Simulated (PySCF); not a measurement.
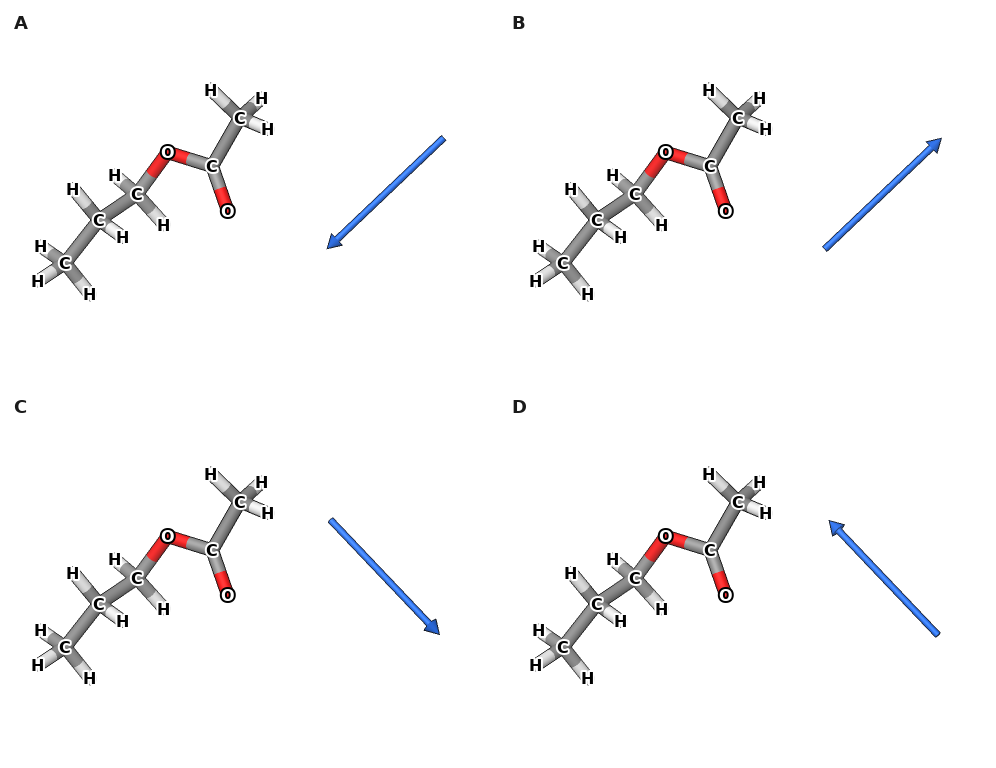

The same molecule four times, each with an arrow. The geometry was computed by an optimisation with GFN2-xTB. No frequency run is at hand to confirm it as a minimum. Method: ωB97X-D/def2-SVPD, gas phase (PySCF 2.14.0).

Which arrow points along the dipole moment, from the negative to the positive end?

D. The dipole moment is 1.91 D.
